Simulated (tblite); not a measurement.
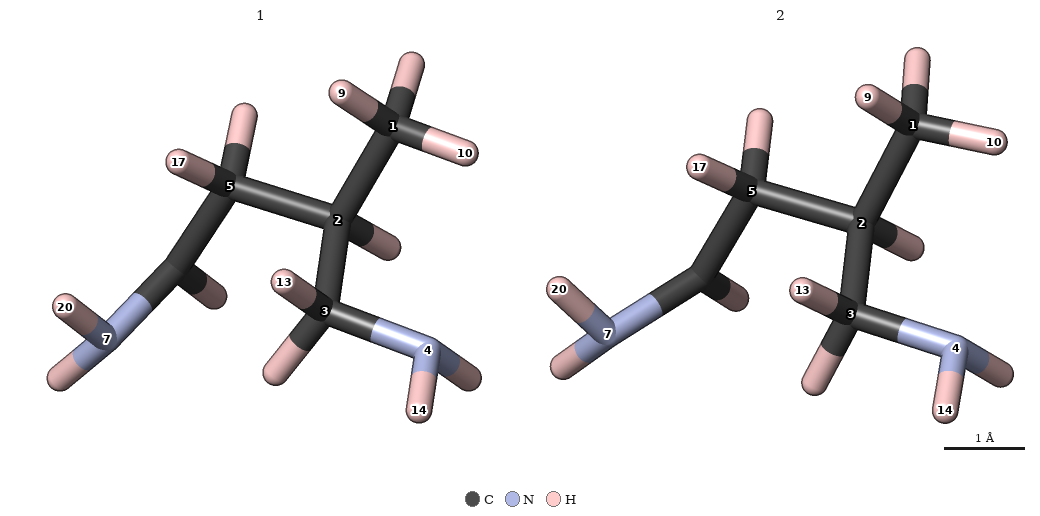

Two geometries of C₅H₁₃N₂ (multiplicity 2), drawn at one scale. One is the start of a relaxation, the other its converged end. Style: stick. Shown at a tilt.

Method: tblite 0.8.0, GFN2-xTB geometry optimisation, gas phase. 

Question: Which of the two is the end point?

Answer: Structure 1 is the relaxed one. The energy falls by 0.261 eV in 87 geometry steps. The atom that moves furthest after the best rigid fit is an H atom (0.45 Å). Largest moves by element: H 0.45 Å, N 0.25 Å, C 0.14 Å. Near-neighbour distances that change, for instance: C–N 1.471 → 1.401 Å, C–C 1.501 → 1.480 Å, C–H 1.106 → 1.086 Å, C–N 1.478 → 1.458 Å. Among the angles between lasting bonds that change: N–C–H 107.1° → 113.0°, N–C–H 119.7° → 114.9°, H–N–H 107.7° → 112.0°. The run took 1 s on 1 thread of Intel(R) Xeon(R) Platinum 8259CL CPU @ 2.50GHz (shared host).
